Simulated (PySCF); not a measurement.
```yaml
atoms:
  - { symbol: Si, position_ang: [-2.1881, -2.7901, 1.3494] }
  - { symbol: C, position_ang: [-1.3438, -1.2995, 0.6412] }
  - { symbol: C, position_ang: [-0.8008, -0.3066, 0.2111] }
  - { symbol: Si, position_ang: [0.0371, 1.1759, -0.5279] }
  - { symbol: P, position_ang: [0.5074, 1.0898, -2.7172] }
  - { symbol: Cl, position_ang: [-1.1038, 2.7926, -0.1039] }
  - { symbol: O, position_ang: [1.4853, 1.3492, 0.1724] }
  - { symbol: Si, position_ang: [2.4345, 1.6726, 1.4548] }
  - { symbol: H, position_ang: [-3.5110, -2.3724, 1.8163] }
  - { symbol: H, position_ang: [-1.3655, -3.2886, 2.4532] }
  - { symbol: H, position_ang: [-2.2979, -3.7903, 0.2849] }
  - { symbol: H, position_ang: [0.9009, -0.2387, -2.6879] }
  - { symbol: H, position_ang: [-0.7846, 0.7684, -3.1032] }
  - { symbol: H, position_ang: [2.1345, 0.6675, 2.4716] }
  - { symbol: H, position_ang: [3.7749, 1.5589, 0.8928] }
  - { symbol: H, position_ang: [2.1133, 3.0204, 1.9160] }
```

Geometry: GFN2-xTB.

Theory: PBE0/def2-SVPD, SCF density, gas phase in PySCF 2.14.0.

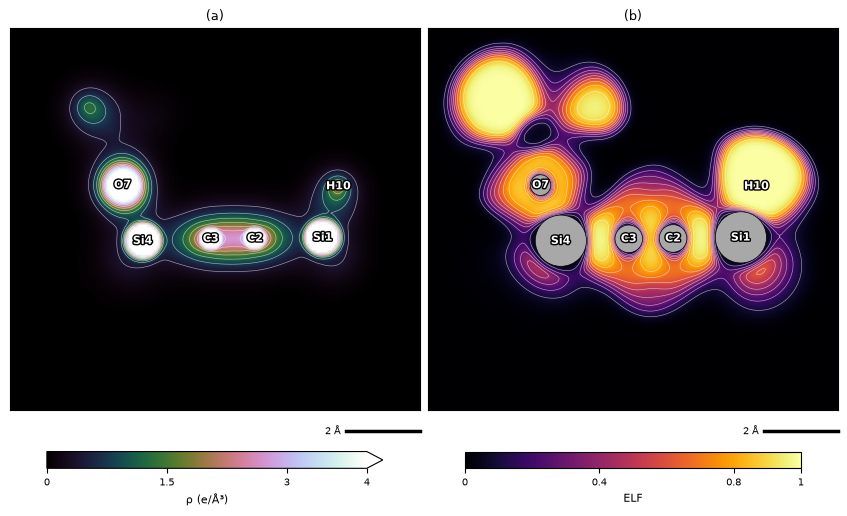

C$_{2}$H$_{8}$ClOPSi$_{3}$. (a) total electron density; (b) electron localisation function on the plane of atoms C3, Si4 and O7. Grey discs cover the atomic cores in the ELF map.

> Read the bonding off the picture.

- The plane passes through Si, C, O and H nuclei.
- C–C (1.21 Å): ρ at the midpoint is about 2.7 e/Å³; the ELF peaks at about 0.85 between the atoms (a short, multiple covalent bond).
- Si–O (1.62 Å): the density is about 1.1 e/Å³ at the midpoint; the ELF peaks at about 0.85 between the atoms; a short, strongly polar bond.
- C–Si (1.85 Å): ρ is about 0.92 e/Å³ halfway; the ELF peaks at about 0.95 between the atoms: a shared electron pair.
- Si–H (1.46 Å): the density is about 0.8 e/Å³ at the midpoint; the ELF climbs to about 1 towards the hydrogen, as it does in any bond to H.
- The ELF also peaks beside O7, away from the bonds: lone-pair regions.
